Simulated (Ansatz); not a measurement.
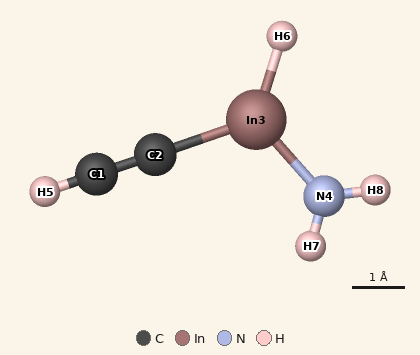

Fig. 1: The starting structure (ball-and-stick view, seen on its broad side; atoms are numbered from 1 in the order of the input). Sticks mark near contacts. Bond lengths as drawn: C–C 1.21 Å, C–H 1.07 Å, C–In 2.09 Å, H–In 1.70 Å, H–N 1.01 Å and In–N 2.00 Å.

**Molecular dynamics, with input and output: C₂H₄InN**

C₂H₄InN, SMILES C#[C][InH][NH2], set up with RKS PBE, rpa/def2-SVP (Ansatz 0.2.0).

The geometry comes from this level: PBE0-D4/def2-TZVP.

Input:
```yaml
crystal:
  periodic: [false, false, false]
  atoms:
    - {symbol: C, position_ang: [1.399231, 1.588464, -1.568373]}
    - {symbol: C, position_ang: [0.828981, 1.052096, -0.646818]}
    - {symbol: In, position_ang: [-0.150460, 0.145567, 0.959186]}
    - {symbol: N, position_ang: [-1.052207, -1.559991, 0.445763]}
    - {symbol: H, position_ang: [1.901474, 2.059275, -2.382758]}
    - {symbol: H, position_ang: [-0.215000, 0.730262, 2.553435]}
    - {symbol: H, position_ang: [-1.038224, -1.931837, -0.488780]}
    - {symbol: H, position_ang: [-1.581695, -2.140938, 1.072645]}
basis:
  gaussian: {orbitals: def2-SVP}
hamiltonian: {xc: {name: PBE}}
correlation: {method: rpa}
md: {timestep: 1 fs, n_steps: 50, ensemble: nvt_langevin, temperature: 1500, initial_velocities: maxwell_boltzmann, friction: 0.01, seed: 217}
```

Hardware: 2 threads of Arm Neoverse V1, 23 GiB of memory available, shared host.

Command:
```bash
ansatz run in.yaml --threads 2 --pin off --events-out ev --progress --plain --max-ram 4352MiB
```

Log:
```
Error: forces are implemented only for Hartree–Fock and Kohn–Sham states of molecules, for MP2, coupled cluster and FCI on these and for active spaces without a correction or with SC-NEVPT2: ask for no forces
```

Outcome:

```csv
quantity,value
outcome,refused by the program
```

Diagnosis:

The program refused the input: “forces are implemented only for Hartree–Fock and Kohn–Sham states of molecules, for MP2, coupled cluster and FCI on these and for active spaces without a correction or with SC-NEVPT2: ask for no forces”
